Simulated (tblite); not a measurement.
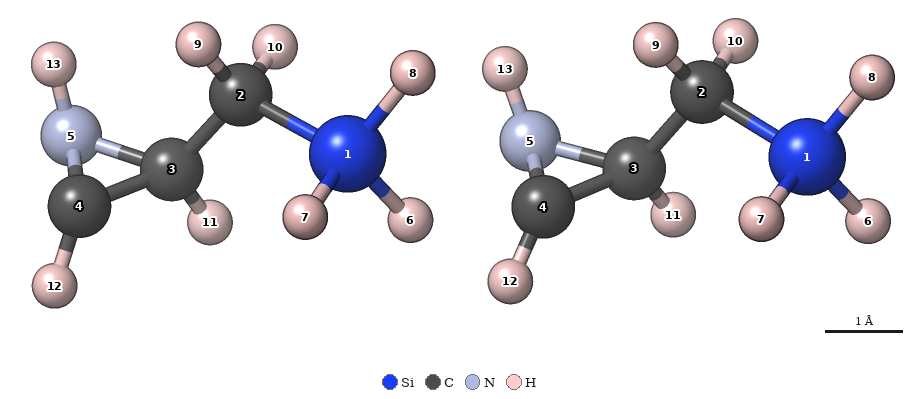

Two geometries of C$_{3}$H$_{8}$NSi (multiplicity 2), drawn at one scale. One is the start of a relaxation, the other its converged end. A ball-and-stick model, seen at a tilt.

The calculation used GFN2-xTB geometry optimisation, gas phase in tblite. 

Question: Which one is relaxed?

Answer: The right one is the relaxed one. The energy falls by 4.12 kcal/mol in 40 geometry steps. The largest move after the best rigid fit is that of H13, 0.19 Å. By element the largest moves are H 0.19 Å, N 0.08 Å, C 0.07 Å, Si 0.04 Å. Among the contacts that change: C4–N5 1.447 → 1.392 Å, C4–H12 1.096 → 1.071 Å, Si1–H6 1.488 → 1.464 Å, Si1–H7 1.484 → 1.462 Å. Among the angles between lasting bonds that change: C3–C4–H12 122.0° → 132.1°, C4–N5–H13 109.9° → 119.8°, C3–N5–H13 111.8° → 119.3°. The run took 0.18 s on 1 thread of Arm Neoverse V1, on a shared host.
